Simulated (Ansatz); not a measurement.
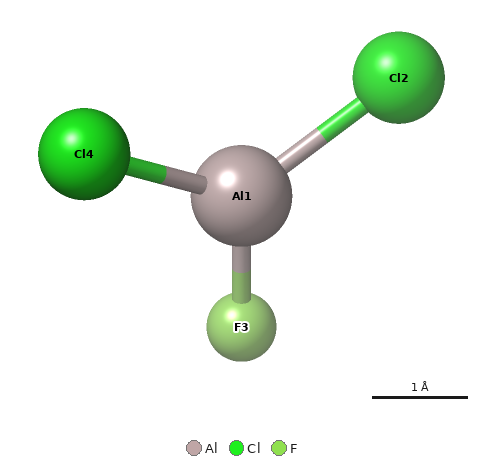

Fig. 1: The structure as given in the input (ball-and-stick view, seen at a tilt; atoms are numbered from 1 in the order of the input). Sticks mark near contacts.

## Run report: AlCl2F, molecular dynamics (part 1 of 3)

The run: molecular dynamics of AlCl2F. Method and program: RKS r2SCANh-D4/def2-SVP (Ansatz 0.2.0).

It belongs to a series of runs on one base structure; here: dynamics from the start. Figures and captions count atoms from 1; the log counts them from 0 in places.

## Input file
```yaml
crystal:
  periodic: [false, false, false]
  atoms:
    - { symbol: Al, position_ang: [-0.037984, 0.0, 0.021924] }
    - { symbol: Cl, position_ang: [-0.004337, 0.0, 2.093055] }
    - { symbol: F, position_ang: [1.389438, 0.0, -0.802205] }
    - { symbol: Cl, position_ang: [-1.814817, 0.0, -1.042773] }
basis:
  gaussian: { orbitals: def2-SVP }
hamiltonian:
  xc: r2scanh
  dispersion: d4
md:
  timestep: 2.0
  n_steps: 300
  ensemble: nvt_langevin
  temperature: 400.0
  initial_velocities: maxwell_boltzmann
  seed: 368980
  friction: 0.001
```

Machine: 2 threads of Arm Neoverse N1, 98 GiB of memory available, shared host.

Launch command:
```bash
ansatz run input.yaml --threads 2 --pin off --max-ram 3072MiB --backend cpu --events-out ev --progress --plain --runs-dir out
```

## What the program printed
```
Engine: ansatz 0.2.0, aarch64-unknown-linux-gnu
Functional definition: r2SCANh
  parameter a = 0.1
  parameter k0 = 0.174
  parameter k1 = 0.065
  parameter a1 = 4.9479
  exchange = (1 - a)*r2scan_x(k0 = k0, k1 = k1, a1 = a1) + a*exact_x
  correlation = r2scan_c
646 factors; integrals over basis functions are off by at most 4.1e-4 eV
mean field evaluation 1: about -34347.0527 eV, gradient 3.6e1 eV
mean field evaluation 2: about -34342.4219 eV, gradient 6.6e1 eV
mean field evaluation 4: about -34349.2676 eV, gradient 1.5e0 eV
mean field evaluation 8: about -34349.2747 eV, gradient 4.9e-2 eV
mean field evaluation 16: about -34349.2747 eV, gradient 2.6e-5 eV
mean field -34349.27466333 eV, -1262.3125611028 hartree, gradient 2.6e-5 eV, S^2 0.000000; 0 other end points of the search recorded, 0 dependent functions left out
the calculation of the forces begins
reference -34349.27467224 eV, -1262.3125614304 hartree; 28, 28 occupied and 40, 40 virtual orbitals, 646 factors
md step     0: t =     0.00 fs  T =   300.0 K  F+E_penalty+E_count = -34349.30059928 eV  E_kin = 0.155112 eV  (26 SCF iters)
these checks for a lower state are left out or cut short: starts, cluster_reference, orbital_swaps, neighbouring_geometries, increment
646 factors; integrals over basis functions are off by at most 4.1e-4 eV
mean field -34349.27228039 eV, -1262.3124735313 hartree, gradient 9.1e-6 eV, S^2 0.000000; 0 other end points of the search recorded, 0 dependent functions left out
the calculation of the forces begins
reference -34349.27228930 eV, -1262.3124738587 hartree; 28, 28 occupied and 40, 40 virtual orbitals, 646 factors
md step     1: t =     2.00 fs  T =   303.5 K  F+E_penalty+E_count = -34349.29820245 eV  E_kin = 0.156906 eV  (28 SCF iters)
[... from here on the SCF iterations and repeated set-up lines of each step are left out, up to the last step ...]
md step     2: t =     4.00 fs  T =   278.5 K  F+E_penalty+E_count = -34349.29175101 eV  E_kin = 0.143988 eV  (28 SCF iters)
md step     3: t =     6.00 fs  T =   261.4 K  F+E_penalty+E_count = -34349.28233640 eV  E_kin = 0.135176 eV  (28 SCF iters)
md step     4: t =     8.00 fs  T =   237.1 K  F+E_penalty+E_count = -34349.27105332 eV  E_kin = 0.122593 eV  (27 SCF iters)
md step     5: t =    10.00 fs  T =   214.1 K  F+E_penalty+E_count = -34349.25940775 eV  E_kin = 0.110674 eV  (28 SCF iters)
md step     6: t =    12.00 fs  T =   197.6 K  F+E_penalty+E_count = -34349.24877603 eV  E_kin = 0.102165 eV  (28 SCF iters)
md step     7: t =    14.00 fs  T =   187.2 K  F+E_penalty+E_count = -34349.23982011 eV  E_kin = 0.096794 eV  (28 SCF iters)
md step     8: t =    16.00 fs  T =   191.0 K  F+E_penalty+E_count = -34349.23294799 eV  E_kin = 0.098756 eV  (28 SCF iters)
md step     9: t =    18.00 fs  T =   184.0 K  F+E_penalty+E_count = -34349.22920037 eV  E_kin = 0.095153 eV  (28 SCF iters)
md step    10: t =    20.00 fs  T =   172.1 K  F+E_penalty+E_count = -34349.22764446 eV  E_kin = 0.088978 eV  (28 SCF iters)
md step    11: t =    22.00 fs  T =   160.2 K  F+E_penalty+E_count = -34349.22728740 eV  E_kin = 0.082815 eV  (21 SCF iters)
md step    12: t =    24.00 fs  T =   153.3 K  F+E_penalty+E_count = -34349.22802980 eV  E_kin = 0.079284 eV  (28 SCF iters)
md step    13: t =    26.00 fs  T =   157.8 K  F+E_penalty+E_count = -34349.22826296 eV  E_kin = 0.081598 eV  (29 SCF iters)
md step    14: t =    28.00 fs  T =   162.3 K  F+E_penalty+E_count = -34349.22678692 eV  E_kin = 0.083940 eV  (29 SCF iters)
md step    15: t =    30.00 fs  T =   136.8 K  F+E_penalty+E_count = -34349.22290520 eV  E_kin = 0.070744 eV  (29 SCF iters)
md step    16: t =    32.00 fs  T =   117.6 K  F+E_penalty+E_count = -34349.21724177 eV  E_kin = 0.060797 eV  (29 SCF iters)
md step    17: t =    34.00 fs  T =    99.9 K  F+E_penalty+E_count = -34349.21075055 eV  E_kin = 0.051664 eV  (23 SCF iters)
md step    18: t =    36.00 fs  T =    96.9 K  F+E_penalty+E_count = -34349.20445470 eV  E_kin = 0.050099 eV  (23 SCF iters)
md step    19: t =    38.00 fs  T =    94.0 K  F+E_penalty+E_count = -34349.19925325 eV  E_kin = 0.048584 eV  (26 SCF iters)
md step    20: t =    40.00 fs  T =   104.0 K  F+E_penalty+E_count = -34349.19615012 eV  E_kin = 0.053775 eV  (22 SCF iters)
md step    21: t =    42.00 fs  T =   114.4 K  F+E_penalty+E_count = -34349.19610212 eV  E_kin = 0.059149 eV  (23 SCF iters)
md step    22: t =    44.00 fs  T =   106.3 K  F+E_penalty+E_count = -34349.19897974 eV  E_kin = 0.054948 eV  (23 SCF iters)
md step    23: t =    46.00 fs  T =   123.1 K  F+E_penalty+E_count = -34349.20557536 eV  E_kin = 0.063644 eV  (23 SCF iters)
md step    24: t =    48.00 fs  T =   147.1 K  F+E_penalty+E_count = -34349.21465143 eV  E_kin = 0.076074 eV  (29 SCF iters)
md step    25: t =    50.00 fs  T =   181.3 K  F+E_penalty+E_count = -34349.22367579 eV  E_kin = 0.093720 eV  (28 SCF iters)
md step    26: t =    52.00 fs  T =   170.2 K  F+E_penalty+E_count = -34349.23088522 eV  E_kin = 0.087995 eV  (28 SCF iters)
md step    27: t =    54.00 fs  T =   200.0 K  F+E_penalty+E_count = -34349.23571544 eV  E_kin = 0.103390 eV  (28 SCF iters)
md step    28: t =    56.00 fs  T =   204.8 K  F+E_penalty+E_count = -34349.23775038 eV  E_kin = 0.105906 eV  (28 SCF iters)
md step    29: t =    58.00 fs  T =   193.9 K  F+E_penalty+E_count = -34349.23724454 eV  E_kin = 0.100259 eV  (28 SCF iters)
md step    30: t =    60.00 fs  T =   193.2 K  F+E_penalty+E_count = -34349.23572707 eV  E_kin = 0.099900 eV  (28 SCF iters)
md step    31: t =    62.00 fs  T =   201.9 K  F+E_penalty+E_count = -34349.23498227 eV  E_kin = 0.104371 eV  (28 SCF iters)
md step    32: t =    64.00 fs  T =   210.3 K  F+E_penalty+E_count = -34349.23641222 eV  E_kin = 0.108733 eV  (27 SCF iters)
md step    33: t =    66.00 fs  T =   219.6 K  F+E_penalty+E_count = -34349.24138494 eV  E_kin = 0.113532 eV  (28 SCF iters)
md step    34: t =    68.00 fs  T =   217.6 K  F+E_penalty+E_count = -34349.25018564 eV  E_kin = 0.112510 eV  (28 SCF iters)
md step    35: t =    70.00 fs  T =   251.1 K  F+E_penalty+E_count = -34349.26153511 eV  E_kin = 0.129851 eV  (28 SCF iters)
md step    36: t =    72.00 fs  T =   264.2 K  F+E_penalty+E_count = -34349.27300632 eV  E_kin = 0.136604 eV  (28 SCF iters)
md step    37: t =    74.00 fs  T =   281.2 K  F+E_penalty+E_count = -34349.28221540 eV  E_kin = 0.145394 eV  (28 SCF iters)
md step    38: t =    76.00 fs  T =   269.8 K  F+E_penalty+E_count = -34349.28741206 eV  E_kin = 0.139495 eV  (28 SCF iters)
md step    39: t =    78.00 fs  T =   285.4 K  F+E_penalty+E_count = -34349.28744149 eV  E_kin = 0.147560 eV  (25 SCF iters)
md step    40: t =    80.00 fs  T =   279.1 K  F+E_penalty+E_count = -34349.28219601 eV  E_kin = 0.144325 eV  (27 SCF iters)
md step    41: t =    82.00 fs  T =   253.7 K  F+E_penalty+E_count = -34349.27293454 eV  E_kin = 0.131147 eV  (28 SCF iters)
md step    42: t =    84.00 fs  T =   235.2 K  F+E_penalty+E_count = -34349.26231242 eV  E_kin = 0.121627 eV  (27 SCF iters)
md step    43: t =    86.00 fs  T =   213.1 K  F+E_penalty+E_count = -34349.25199920 eV  E_kin = 0.110202 eV  (28 SCF iters)
md step    44: t =    88.00 fs  T =   179.1 K  F+E_penalty+E_count = -34349.24252974 eV  E_kin = 0.092580 eV  (27 SCF iters)
md step    45: t =    90.00 fs  T =   179.9 K  F+E_penalty+E_count = -34349.23547549 eV  E_kin = 0.093023 eV  (28 SCF iters)
md step    46: t =    92.00 fs  T =   171.2 K  F+E_penalty+E_count = -34349.23186148 eV  E_kin = 0.088506 eV  (29 SCF iters)
md step    47: t =    94.00 fs  T =   177.7 K  F+E_penalty+E_count = -34349.23120493 eV  E_kin = 0.091884 eV  (29 SCF iters)
md step    48: t =    96.00 fs  T =   183.2 K  F+E_penalty+E_count = -34349.23331227 eV  E_kin = 0.094739 eV  (29 SCF iters)
md step    49: t =    98.00 fs  T =   192.7 K  F+E_penalty+E_count = -34349.23731130 eV  E_kin = 0.099615 eV  (29 SCF iters)
md step    50: t =   100.00 fs  T =   209.9 K  F+E_penalty+E_count = -34349.24157246 eV  E_kin = 0.108543 eV  (29 SCF iters)
md step    51: t =   102.00 fs  T =   214.7 K  F+E_penalty+E_count = -34349.24497672 eV  E_kin = 0.111017 eV  (28 SCF iters)
md step    52: t =   104.00 fs  T =   223.1 K  F+E_penalty+E_count = -34349.24671300 eV  E_kin = 0.115331 eV  (28 SCF iters)
md step    53: t =   106.00 fs  T =   224.0 K  F+E_penalty+E_count = -34349.24591304 eV  E_kin = 0.115798 eV  (28 SCF iters)
md step    54: t =   108.00 fs  T =   219.4 K  F+E_penalty+E_count = -34349.24192645 eV  E_kin = 0.113455 eV  (29 SCF iters)
md step    55: t =   110.00 fs  T =   200.1 K  F+E_penalty+E_count = -34349.23486392 eV  E_kin = 0.103480 eV  (29 SCF iters)
md step    56: t =   112.00 fs  T =   194.6 K  F+E_penalty+E_count = -34349.22567550 eV  E_kin = 0.100608 eV  (29 SCF iters)
md step    57: t =   114.00 fs  T =   160.4 K  F+E_penalty+E_count = -34349.21576453 eV  E_kin = 0.082954 eV  (26 SCF iters)
md step    58: t =   116.00 fs  T =   153.2 K  F+E_penalty+E_count = -34349.20673000 eV  E_kin = 0.079228 eV  (23 SCF iters)
md step    59: t =   118.00 fs  T =   130.4 K  F+E_penalty+E_count = -34349.20053691 eV  E_kin = 0.067418 eV  (22 SCF iters)
md step    60: t =   120.00 fs  T =   134.1 K  F+E_penalty+E_count = -34349.19812063 eV  E_kin = 0.069312 eV  (23 SCF iters)
md step    61: t =   122.00 fs  T =   129.0 K  F+E_penalty+E_count = -34349.20058510 eV  E_kin = 0.066706 eV  (23 SCF iters)
md step    62: t =   124.00 fs  T =   148.9 K  F+E_penalty+E_count = -34349.20750199 eV  E_kin = 0.076965 eV  (29 SCF iters)
md step    63: t =   126.00 fs  T =   174.8 K  F+E_penalty+E_count = -34349.21671604 eV  E_kin = 0.090395 eV  (28 SCF iters)
md step    64: t =   128.00 fs  T =   182.5 K  F+E_penalty+E_count = -34349.22535881 eV  E_kin = 0.094352 eV  (28 SCF iters)
md step    65: t =   130.00 fs  T =   190.3 K  F+E_penalty+E_count = -34349.23049176 eV  E_kin = 0.098389 eV  (28 SCF iters)
md step    66: t =   132.00 fs  T =   195.6 K  F+E_penalty+E_count = -34349.23101314 eV  E_kin = 0.101133 eV  (27 SCF iters)
md step    67: t =   134.00 fs  T =   189.5 K  F+E_penalty+E_count = -34349.22552159 eV  E_kin = 0.097955 eV  (27 SCF iters)
md step    68: t =   136.00 fs  T =   156.2 K  F+E_penalty+E_count = -34349.21556285 eV  E_kin = 0.080785 eV  (29 SCF iters)
md step    69: t =   138.00 fs  T =   147.9 K  F+E_penalty+E_count = -34349.20530559 eV  E_kin = 0.076445 eV  (29 SCF iters)
md step    70: t =   140.00 fs  T =   145.2 K  F+E_penalty+E_count = -34349.19703357 eV  E_kin = 0.075095 eV  (23 SCF iters)
md step    71: t =   142.00 fs  T =   147.2 K  F+E_penalty+E_count = -34349.19265175 eV  E_kin = 0.076114 eV  (23 SCF iters)
md step    72: t =   144.00 fs  T =   146.3 K  F+E_penalty+E_count = -34349.19506790 eV  E_kin = 0.075637 eV  (23 SCF iters)
md step    73: t =   146.00 fs  T =   163.4 K  F+E_penalty+E_count = -34349.20481004 eV  E_kin = 0.084467 eV  (22 SCF iters)
md step    74: t =   148.00 fs  T =   195.4 K  F+E_penalty+E_count = -34349.22045185 eV  E_kin = 0.101009 eV  (28 SCF iters)
md step    75: t =   150.00 fs  T =   222.5 K  F+E_penalty+E_count = -34349.23890215 eV  E_kin = 0.115036 eV  (28 SCF iters)
md step    76: t =   152.00 fs  T =   280.2 K  F+E_penalty+E_count = -34349.25691030 eV  E_kin = 0.144884 eV  (28 SCF iters)
md step    77: t =   154.00 fs  T =   319.1 K  F+E_penalty+E_count = -34349.27142911 eV  E_kin = 0.164983 eV  (28 SCF iters)
md step    78: t =   156.00 fs  T =   330.5 K  F+E_penalty+E_count = -34349.27921302 eV  E_kin = 0.170903 eV  (25 SCF iters)
md step    79: t =   158.00 fs  T =   326.0 K  F+E_penalty+E_count = -34349.27923986 eV  E_kin = 0.168579 eV  (27 SCF iters)
md step    80: t =   160.00 fs  T =   324.0 K  F+E_penalty+E_count = -34349.27224959 eV  E_kin = 0.167544 eV  (27 SCF iters)
md step    81: t =   162.00 fs  T =   299.5 K  F+E_penalty+E_count = -34349.26005586 eV  E_kin = 0.154854 eV  (28 SCF iters)
md step    82: t =   164.00 fs  T =   272.0 K  F+E_penalty+E_count = -34349.24510298 eV  E_kin = 0.140622 eV  (28 SCF iters)
md step    83: t =   166.00 fs  T =   242.5 K  F+E_penalty+E_count = -34349.23064395 eV  E_kin = 0.125382 eV  (27 SCF iters)
md step    84: t =   168.00 fs  T =   204.0 K  F+E_penalty+E_count = -34349.22011777 eV  E_kin = 0.105489 eV  (28 SCF iters)
md step    85: t =   170.00 fs  T =   187.4 K  F+E_penalty+E_count = -34349.21566280 eV  E_kin = 0.096886 eV  (29 SCF iters)
md step    86: t =   172.00 fs  T =   184.7 K  F+E_penalty+E_count = -34349.21666019 eV  E_kin = 0.095486 eV  (29 SCF iters)
md step    87: t =   174.00 fs  T =   201.3 K  F+E_penalty+E_count = -34349.22275264 eV  E_kin = 0.104068 eV  (29 SCF iters)
md step    88: t =   176.00 fs  T =   227.0 K  F+E_penalty+E_count = -34349.23365109 eV  E_kin = 0.117351 eV  (28 SCF iters)
md step    89: t =   178.00 fs  T =   239.2 K  F+E_penalty+E_count = -34349.24680296 eV  E_kin = 0.123685 eV  (28 SCF iters)
md step    90: t =   180.00 fs  T =   278.6 K  F+E_penalty+E_count = -34349.25913793 eV  E_kin = 0.144036 eV  (28 SCF iters)
md step    91: t =   182.00 fs  T =   286.5 K  F+E_penalty+E_count = -34349.26708605 eV  E_kin = 0.148131 eV  (28 SCF iters)
md step    92: t =   184.00 fs  T =   300.1 K  F+E_penalty+E_count = -34349.26792320 eV  E_kin = 0.155178 eV  (28 SCF iters)
md step    93: t =   186.00 fs  T =   282.4 K  F+E_penalty+E_count = -34349.26055932 eV  E_kin = 0.146008 eV  (28 SCF iters)
md step    94: t =   188.00 fs  T =   238.2 K  F+E_penalty+E_count = -34349.24586840 eV  E_kin = 0.123137 eV  (29 SCF iters)
md step    95: t =   190.00 fs  T =   191.0 K  F+E_penalty+E_count = -34349.22726767 eV  E_kin = 0.098766 eV  (28 SCF iters)
md step    96: t =   192.00 fs  T =   158.4 K  F+E_penalty+E_count = -34349.20962234 eV  E_kin = 0.081894 eV  (26 SCF iters)
md step    97: t =   194.00 fs  T =   131.9 K  F+E_penalty+E_count = -34349.19667856 eV  E_kin = 0.068192 eV  (23 SCF iters)
md step    98: t =   196.00 fs  T =   107.8 K  F+E_penalty+E_count = -34349.19074633 eV  E_kin = 0.055715 eV  (23 SCF iters)
md step    99: t =   198.00 fs  T =   130.6 K  F+E_penalty+E_count = -34349.19359511 eV  E_kin = 0.067540 eV  (23 SCF iters)
md step   100: t =   200.00 fs  T =   146.0 K  F+E_penalty+E_count = -34349.20402321 eV  E_kin = 0.075507 eV  (29 SCF iters)
md step   101: t =   202.00 fs  T =   149.8 K  F+E_penalty+E_count = -34349.21802539 eV  E_kin = 0.077458 eV  (29 SCF iters)
md step   102: t =   204.00 fs  T =   172.1 K  F+E_penalty+E_count = -34349.23210620 eV  E_kin = 0.088983 eV  (28 SCF iters)
md step   103: t =   206.00 fs  T =   178.9 K  F+E_penalty+E_count = -34349.24263732 eV  E_kin = 0.092482 eV  (28 SCF iters)
md step   104: t =   208.00 fs  T =   177.4 K  F+E_penalty+E_count = -34349.24717930 eV  E_kin = 0.091734 eV  (28 SCF iters)
md step   105: t =   210.00 fs  T =   165.3 K  F+E_penalty+E_count = -34349.24561367 eV  E_kin = 0.085445 eV  (28 SCF iters)
md step   106: t =   212.00 fs  T =   163.3 K  F+E_penalty+E_count = -34349.23878922 eV  E_kin = 0.084451 eV  (28 SCF iters)
md step   107: t =   214.00 fs  T =   151.1 K  F+E_penalty+E_count = -34349.22751935 eV  E_kin = 0.078107 eV  (28 SCF iters)
md step   108: t =   216.00 fs  T =   134.9 K  F+E_penalty+E_count = -34349.21419721 eV  E_kin = 0.069767 eV  (27 SCF iters)
md step   109: t =   218.00 fs  T =   123.4 K  F+E_penalty+E_count = -34349.20220360 eV  E_kin = 0.063789 eV  (29 SCF iters)
md step   110: t =   220.00 fs  T =   113.5 K  F+E_penalty+E_count = -34349.19455906 eV  E_kin = 0.058674 eV  (23 SCF iters)
md step   111: t =   222.00 fs  T =   110.0 K  F+E_penalty+E_count = -34349.19367552 eV  E_kin = 0.056858 eV  (23 SCF iters)
md step   112: t =   224.00 fs  T =   135.9 K  F+E_penalty+E_count = -34349.20044080 eV  E_kin = 0.070245 eV  (22 SCF iters)
md step   113: t =   226.00 fs  T =   149.9 K  F+E_penalty+E_count = -34349.21358846 eV  E_kin = 0.077517 eV  (28 SCF iters)
md step   114: t =   228.00 fs  T =   192.0 K  F+E_penalty+E_count = -34349.23155536 eV  E_kin = 0.099285 eV  (27 SCF iters)
md step   115: t =   230.00 fs  T =   235.0 K  F+E_penalty+E_count = -34349.25124926 eV  E_kin = 0.121523 eV  (28 SCF iters)
md step   116: t =   232.00 fs  T =   263.9 K  F+E_penalty+E_count = -34349.26812865 eV  E_kin = 0.136427 eV  (26 SCF iters)
md step   117: t =   234.00 fs  T =   284.8 K  F+E_penalty+E_count = -34349.27853388 eV  E_kin = 0.147263 eV  (27 SCF iters)
md step   118: t =   236.00 fs  T =   298.6 K  F+E_penalty+E_count = -34349.28067142 eV  E_kin = 0.154399 eV  (28 SCF iters)
md step   119: t =   238.00 fs  T =   272.2 K  F+E_penalty+E_count = -34349.27444521 eV  E_kin = 0.140754 eV  (28 SCF iters)
md step   120: t =   240.00 fs  T =   244.5 K  F+E_penalty+E_count = -34349.26154060 eV  E_kin = 0.126436 eV  (28 SCF iters)
md step   121: t =   242.00 fs  T =   201.1 K  F+E_penalty+E_count = -34349.24590425 eV  E_kin = 0.103974 eV  (27 SCF iters)
md step   122: t =   244.00 fs  T =   185.3 K  F+E_penalty+E_count = -34349.23114512 eV  E_kin = 0.095786 eV  (28 SCF iters)
md step   123: t =   246.00 fs  T =   154.0 K  F+E_penalty+E_count = -34349.21930418 eV  E_kin = 0.079613 eV  (28 SCF iters)
md step   124: t =   248.00 fs  T =   131.8 K  F+E_penalty+E_count = -34349.21419661 eV  E_kin = 0.068129 eV  (28 SCF iters)
md step   125: t =   250.00 fs  T =   124.5 K  F+E_penalty+E_count = -34349.21684432 eV  E_kin = 0.064373 eV  (21 SCF iters)
md step   126: t =   252.00 fs  T =   143.2 K  F+E_penalty+E_count = -34349.22584220 eV  E_kin = 0.074037 eV  (23 SCF iters)
md step   127: t =   254.00 fs  T =   178.1 K  F+E_penalty+E_count = -34349.23887067 eV  E_kin = 0.092102 eV  (29 SCF iters)
md step   128: t =   256.00 fs  T =   225.0 K  F+E_penalty+E_count = -34349.25410668 eV  E_kin = 0.116339 eV  (28 SCF iters)
```
